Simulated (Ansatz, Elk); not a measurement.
## YSi2Mo2: X-ray structure factors from the self-consistent density

Structure refinements treat a crystal as free atoms side by side. For a made-up structure of YSi2Mo2 (cell and positions from a PBEsol relaxation) the runs below show what the calculated density changes in F(hkl).

Main program and level: Elk 11.2.3 (patched build); DFT, PBE, all-electron APW+lo, Dirac cores, scalar-relativistic bands, static density, no spin.

The structure was built from a prototype and need not be the compound's stable phase.

## Step 1: Starting point

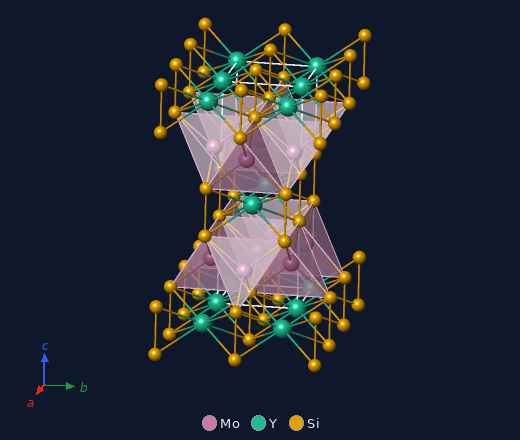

The cell as given, slightly off an axis (molybdenum pink, yttrium teal, silicon orange). 2×1×1 cells are drawn. This picture shows the conventional cell, with its axes. Some periodic images of atoms are drawn too.

## Step 2: Ground state and structure factors

An all-electron density is needed, since X-rays see the cores too. Task 0 finds the density and task 195 Fourier-transforms it; tshift is off so that phases refer to the origin typed.

elk.in

```
tasks
  0
  195

xctype
  20

spinpol
  .false.

rgkmax
  7.0

gmaxvr
  14.0

lmaxo
  7

lmaxapw
  8

swidth
  0.002

tshift
  .false.

hmaxvr
  5.5

maxscl
  120

epspot
  1e-06

sppath
  './'

avec
  -3.71291453205 3.71291453205 10.50198819908
  3.71291453205 -3.71291453205 10.50198819908
  3.71291453205 3.71291453205 -10.50198819908

atoms
  3
  'Mo.in'
  2
  0.2500000000 0.7500000000 0.5000000000   0.000000 0.000000 0.000000
  0.7500000000 0.2500000000 0.5000000000   0.000000 0.000000 0.000000
  'Y.in'
  1
  0.0000000000 0.0000000000 0.0000000000   0.000000 0.000000 0.000000
  'Si.in'
  2
  0.6071512357 0.6071512357 -0.0000000000   0.000000 0.000000 0.000000
  0.3928487643 0.3928487643 -0.0000000000   0.000000 0.000000 0.000000

ngridk
  8 8 8
```

Started as:

```bash
> OMP_NUM_THREADS=4 elk
```

Numbers of over 12 decimals in the logs are rounded to 6 here.

The log of the run:

```text
┌─────────────────────────┐
│ Elk code version 11.2.3 │
└─────────────────────────┘

All units are atomic (Hartree, Bohr, etc.)

┌─────────────────────────────────────────────────┐
│ Ground-state run starting from atomic densities │
└─────────────────────────────────────────────────┘

Lattice vectors :
  -3.712914532       3.712914532       10.50198820
   3.712914532      -3.712914532       10.50198820
   3.712914532       3.712914532      -10.50198820

Reciprocal lattice vectors :
 -0.3002496351E-16  0.8461257663      0.2991426570
  0.8461257663     -0.3002496351E-16  0.2991426570
  0.8461257663      0.8461257663     -0.2625818257E-17

Unit cell volume      :    579.1104767
Brillouin zone volume :   0.4283296943

Muffin-tin inner radius fraction :   0.1000000000E-01

Nuclei treated as point charges

Species : 1 (Mo)
 parameters loaded from : Mo.in
 name : molybdenum
 nuclear charge    :   -42.00000000
 electronic charge :    42.00000000
 atomic mass :    174887.9214
 muffin-tin radius :    2.558663755
 number of radial points in muffin-tin :   1193
 inner part over the whole radius :   0.9943761466E-02
 number on inner part of muffin-tin    :    848
 approximate nuclear radius :   0.8334154960E-04
 number of mesh points to nuclear radius :    420
 atomic positions (lattice), magnetic fields (Cartesian) :
  1 :   0.25000000 -0.25000000  0.50000000    0.00000000  0.00000000  0.00000000
  2 :  -0.25000000  0.25000000  0.50000000    0.00000000  0.00000000  0.00000000

Species : 2 (Y)
 parameters loaded from : Y.in
 name : yttrium
 nuclear charge    :   -39.00000000
 electronic charge :    39.00000000
 atomic mass :    162065.4503
 muffin-tin radius :    2.600000000
 number of radial points in muffin-tin :   1193
 inner part over the whole radius :   0.9871815862E-02
 number on inner part of muffin-tin    :    847
 approximate nuclear radius :   0.8135895711E-04
 number of mesh points to nuclear radius :    416
 atomic positions (lattice), magnetic fields (Cartesian) :
  1 :   0.00000000  0.00000000  0.00000000    0.00000000  0.00000000  0.00000000

Species : 3 (Si)
 parameters loaded from : Si.in
 name : silicon
 nuclear charge    :   -14.00000000
 electronic charge :    14.00000000
 atomic mass :    51196.73458
 muffin-tin radius :    2.165023177
 number of radial points in muffin-tin :    793
 inner part over the whole radius :   0.9947826276E-02
 number on inner part of muffin-tin    :    553
 approximate nuclear radius :   0.5963282101E-04
 number of mesh points to nuclear radius :    246
 atomic positions (lattice), magnetic fields (Cartesian) :
  1 :  -0.39284876 -0.39284876  0.00000000    0.00000000  0.00000000  0.00000000
  2 :   0.39284876  0.39284876  0.00000000    0.00000000  0.00000000  0.00000000

Total number of atoms per unit cell :    5
Total muffin-tin volume :    298.9717684
 ratio of muffin-tin to unit cell volume :   0.5162603345

Spin treatment :
 spin-unpolarised

Number of Bravais lattice symmetries :   16
Number of crystal symmetries         :   16
Crystal has inversion symmetry
Real symmetric eigensolver will be used

k-point grid :      8     8     8
k-point offset :    0.000000000       0.000000000       0.000000000
k-point set is reduced with full crystal symmetry group
Total number of k-points :       59

Muffin-tin radius times maximum |G+k| :    7.000000000
 using average radius
Maximum |G+k| for APW functions       :    2.905197464
Maximum (1/2)|G+k|²                   :    4.220086154
Maximum |G| for potential and density :    14.00000000
Constant for pseudocharge density :    9
 order of it for each species :   16  16  16
 order of it for pair densities of each species (exact exchange by exxq0 0: 17) :   11  11   7
Radial integration step length :    1

G-vector grid sizes :     54    54    54
Number of G-vectors :    26755

Maximum angular momentum used for
 APW functions            :    8
 outer part of muffin-tin :    7
 inner part of muffin-tin :    2

Total nuclear charge    :   -151.0000000
[...]
correlation                 :     -7.516065
 electron entropic           :    -0.11830503974564E-02
 total energy                :     -12066.479906795

Density of states at Fermi energy :    92.35981759
 (states/Hartree/unit cell)

Estimated indirect band gap :   0.2139854436E-03
 from k-point 7 to k-point 19
Estimated direct band gap   :   0.1717615839E-02
 at k-point 5

Charges :
 core                        :    104.0000000
 valence                     :    47.00000000
 interstitial                :    9.001053838
 muffin-tins (core leakage)
  species : 1 (Mo)
   atom 1                    :    39.97312865     (  0.1346775491E-06)
[...]
species : 2 (Y)
[...]
species : 3 (Si)
[...]
total in muffin-tins        :    141.9989462
 total calculated charge     :    150.9962160
 total charge                :    151.0000000
 error                       :   0.3783965124E-02

RMS change in Kohn-Sham potential (target) :   0.4002614398     (  0.1000000000E-05)
Absolute change in total energy (target)   :   0.3209679694     (  0.1000000000E-03)

[... loops 3 to 14 left out ...]

┌──────────────────┐
│ Loop number : 15 │
└──────────────────┘

Energies :
 Fermi                       :     0.375077
 sum of occupied eigenvalues :     -7123.1259785274
 electron kinetic            :      12471.577982368
 core electron kinetic       :      12210.617402348
 Coulomb                     :     -24137.135414473
 Coulomb potential           :     -19074.540795534
 nuclear-nuclear             :     -1452.9107746584
 electron-nuclear            :     -26330.720646765
 Hartree                     :      3646.4960069502
 Madelung                    :     -14599.865016706
 xc potential                :     -520.16316536108
 exchange                    :     -391.96674349534
 correlation                 :     -7.520135
 electron entropic           :    -0.14404962202354E-02
 total energy                :     -12065.045750618

Density of states at Fermi energy :    111.4654923
 (states/Hartree/unit cell)

Estimated indirect band gap :   0.3537345479E-03
 from k-point 48 to k-point 15
Estimated direct band gap   :   0.2355083246E-02
 at k-point 31

Charges :
 core                        :    104.0000000
 valence                     :    47.00000000
 interstitial                :    8.423372380
 muffin-tins (core leakage)
  species : 1 (Mo)
[...]
species : 2 (Y)
[...]
species : 3 (Si)
[...]
total in muffin-tins        :    142.5766276
 total calculated charge     :    150.9962387
 total charge                :    151.0000000
 error                       :   0.3761329386E-02

RMS change in Kohn-Sham potential (target) :   0.3676841814E-06 (  0.1000000000E-05)
Absolute change in total energy (target)   :   0.1328621329E-04 (  0.1000000000E-03)

Convergence targets achieved

┌──────────────────┐
│ Loop number : 16 │
└──────────────────┘

Energies :
 Fermi                       :     0.375077
 sum of occupied eigenvalues :     -7123.1259909196
 electron kinetic            :      12471.577978467
 core electron kinetic       :      12210.617388786
 Coulomb                     :     -24137.135420390
 Coulomb potential           :     -19074.540783538
 nuclear-nuclear             :     -1452.9107746584
 electron-nuclear            :     -26330.720672017
 Hartree                     :      3646.4960262861
 Madelung                    :     -14599.865028621
 xc potential                :     -520.16318584879
 exchange                    :     -391.96674395239
 correlation                 :     -7.520135
 electron entropic           :    -0.14404958059880E-02
 total energy                :     -12065.045760880

Density of states at Fermi energy :    111.4654409
 (states/Hartree/unit cell)

Estimated indirect band gap :   0.3537410314E-03
 from k-point 48 to k-point 15
Estimated direct band gap   :   0.2355083095E-02
 at k-point 31

Charges :
 core                        :    104.0000000
 valence                     :    47.00000000
 interstitial                :    8.423371670
 muffin-tins (core leakage)
  species : 1 (Mo)
[...]
species : 2 (Y)
   atom 1                    :    36.85253069     (  0.8674699441E-05)
  species : 3 (Si)
   atom 1                    :    12.32127571     (  0.1651231364E-02)
   atom 2                    :    12.32127571     (  0.1651231364E-02)
 total in muffin-tins        :    142.5766283
 total calculated charge     :    150.9962387
 total charge                :    151.0000000
 error                       :   0.3761329486E-02

┌──────────────────────────────┐
│ Self-consistent loop stopped │
└──────────────────────────────┘

Warning : core states of species 3 leak from the muffin-tin :   0.1651231364E-02

Wrote STATE.OUT
```

The job ended after 30 s (4 threads of AMD EPYC 9R14 (Zen 4), shared host; peak memory 0.23 GiB).

SFACRHO.OUT:

```text

h k l indices transformed by vhmat matrix:
   1.000000000       0.000000000       0.000000000    
   0.000000000       1.000000000       0.000000000    
   0.000000000       0.000000000       1.000000000    

      h      k      l  multipl.   |H|            Re(F)            Im(F)           |F|

      0      0      0      1   0.0000000       151.00000      0.25074914E-15   151.00000    
     -1     -1      1      2  0.59828531      -36.882040      0.12055158E-13   36.882040    
      0     -1      1      8  0.89744924       15.983198     -0.30137896E-14   15.983198    
     -2     -2      2      2   1.1965706       81.125893     -0.32147089E-13   81.125893    
     -1      1      0      4   1.1966025      -16.297304     -0.30401458E-15   16.297304    
      2      1     -1      8   1.2334122       39.992612     -0.70321758E-14   39.992612    
      1      1     -2      8   1.3378352       100.53363      0.14064352E-13   100.53363    
     -1     -3      2      8   1.6922290      -47.959041      0.50229827E-15   47.959041    
      1     -1     -1      4   1.6922515       106.20501      0.72156259E-14   106.20501    
     -2     -3      2      8   1.7184548       44.967738      0.14315501E-13   44.967738    
     -3     -3      3      2   1.7948559      -42.107643      0.12055158E-13   42.107643    
      2      0     -2      8   1.7948985      -27.555400     -0.17078141E-13   27.555400    
     -2      1      0     16   1.9154974       14.019083     -0.60275792E-14   14.019083    
     -1     -3      3      8   2.0725580       67.340296     -0.33653984E-13   67.340296    
     -1     -2      3     16   2.0940442       32.797446      0.30137896E-14   32.797446    
      3      3     -4      8   2.1571661       70.628432      0.36165475E-13   70.628432    
      3      4     -4      8   2.2584860       24.964786      -0.0000000       24.964786    
      4      4     -4      2   2.3931413       86.177251      0.10045965E-13   86.177251
```

Elk indexes on the primitive cell of elk.in and gives |H| = 4π sin θ/λ in inverse bohr. Below, one row stands for each form hkl of the conventional cell (m members, Friedel mates merged), F is for one primitive cell and the density is static (no thermal factor). Free-atom factors are Waasmaier and Kirfel's, and R is Σm||F|−|F'||/Σm|F|.

| hkl | m | sin θ/λ (Å⁻¹) | abs F, DFT | neutral atoms | diff. |
| --- | --- | --- | --- | --- | --- |
| 002 | 2 | 0.090 | 36.882 | 37.016 | -0.134 |
| 101 | 8 | 0.135 | 15.983 | 16.155 | -0.172 |
| 004 | 2 | 0.180 | 81.126 | 81.843 | -0.717 |
| 110 | 4 | 0.180 | 16.297 | 16.798 | -0.501 |
| 103 | 8 | 0.185 | 39.993 | 39.926 | +0.066 |
| 112 | 8 | 0.201 | 100.534 | 101.123 | -0.589 |
| 114 | 8 | 0.255 | 47.959 | 48.492 | -0.533 |
| 200 | 4 | 0.255 | 106.205 | 106.870 | -0.665 |
| 105 | 8 | 0.258 | 44.968 | 45.202 | -0.234 |
| 006 | 2 | 0.270 | 42.108 | 42.544 | -0.436 |
| 202 | 8 | 0.270 | 27.555 | 28.012 | -0.456 |
| 211 | 16 | 0.288 | 14.019 | 13.869 | +0.150 |
| 204 | 8 | 0.312 | 67.340 | 67.274 | +0.066 |
| 213 | 16 | 0.315 | 32.797 | 32.920 | -0.123 |
| 116 | 8 | 0.324 | 70.628 | 70.415 | +0.213 |
| 107 | 8 | 0.340 | 24.965 | 25.015 | -0.050 |
| 008 | 2 | 0.360 | 86.177 | 85.807 | +0.370 |
| 220 | 4 | 0.360 | 91.943 | 91.522 | +0.421 |
| 215 | 16 | 0.363 | 38.988 | 38.991 | -0.003 |
| 206 | 8 | 0.371 | 36.625 | 36.566 | +0.059 |
| 222 | 8 | 0.371 | 24.276 | 23.901 | +0.375 |
| 301 | 8 | 0.384 | 12.069 | 12.032 | +0.037 |

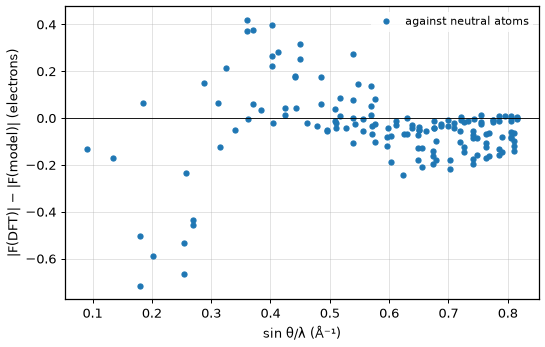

Difference between the calculated structure factors and the independent-atom ones.

## Step 3: What came out

```
R against neutral atoms, sin θ/λ < 0.3 Å⁻¹ : 0.80 %
R against neutral atoms, 0.3 to 0.82 Å⁻¹   : 0.28 %
```

**Reading.** Independent neutral atoms miss the calculated amplitudes by R = 0.80 % below 0.3 Å⁻¹ and 0.28 % from there to 0.82 Å⁻¹; by shells, 0.81 % below 0.15 Å⁻¹ (2 forms), 0.80 % 0.15 to 0.3 (10 forms), 0.39 % 0.3 to 0.45 (22 forms), 0.26 % above 0.45 (115 forms). Bonding, aspherical density and the tables' own atoms all enter these figures, and the runs don't part them. The largest change of an amplitude is -0.72 electrons, at 004. The basis has no finished test. The k-mesh has no finished test. These runs have no spin, though d or f shells may be open. Part of the difference isn't bonding: the tables are fits to free atoms and ions calculated by other methods than this functional. Thermal motion, anomalous dispersion and extinction are left out.

[Logs are printed without paths, hosts, clocks, repeated set-up lines and the standing remarks that a program may print on its own settings, such as how far it seeks lower states.]

[Hosts, paths, dates, database ids (printed as entryN), source tags and the programs' standing remarks are cut or masked in the printed files.]
